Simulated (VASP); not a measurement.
Band structure of BeSe (zinc blende). Level of theory: optB86b-vdW, VASP's PBE PAW potentials (set 64) (plane waves; VASP).

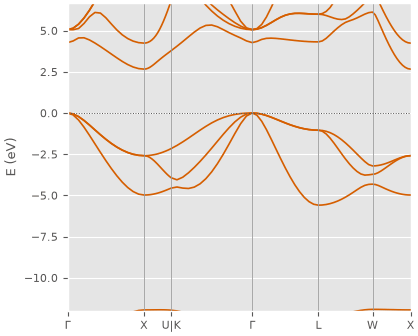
*Bands along high-symmetry lines, zero at the valence-band maximum or, without a gap, the Fermi level*

Problem. Read the plot: is there a gap, and where are the band edges?

Solution. The gap is indirect, 2.66 eV, from the valence maximum at Γ to the conduction minimum at X. (Edges off the drawn lines would not show.)

Measured: gap 4.00 eV (computed value off by -1.34 eV), as given by Das et al., (2018), arXiv:1807.05623.

The compound is BeSe in the zinc blende structure. It was relaxed first.
